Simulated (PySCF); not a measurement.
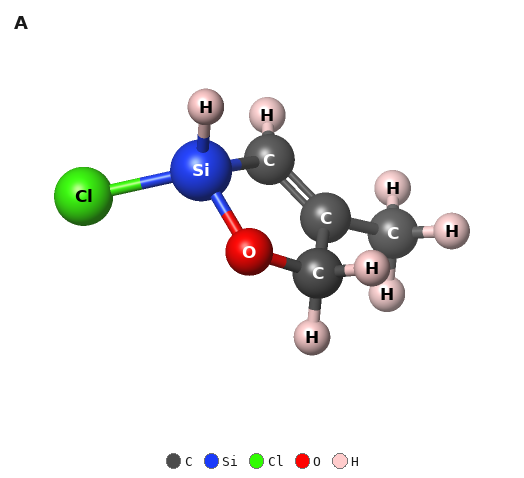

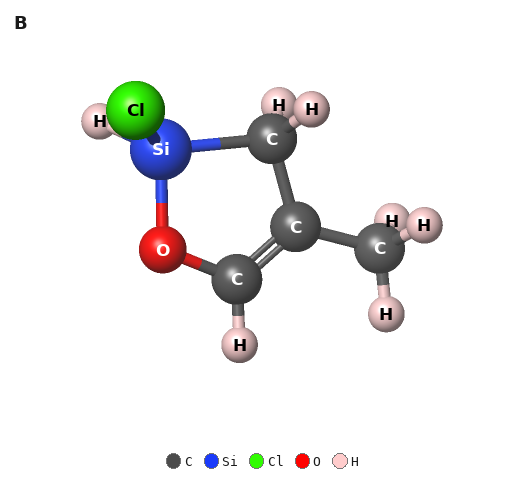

2 stationary structures of one formula. Geometries: GFN2-xTB. Electronic energies: PBE0/pcSseg-1 (PySCF 2.14.0), without zero-point energy. No frequency run is at hand to confirm each as a minimum.

Which structure is the most stable?

Answer. A is lowest; B lies 2.8 kJ/mol above it. A is `CC1=C[Si@@H](Cl)OC1`, B is `CC1=CO[Si@@H](Cl)C1`.

The geometry is semi-empirical. Around Si such bond lengths and angles can be off by a tenth of an ångström or more and by several degrees, and values that hang on the shape move with them.
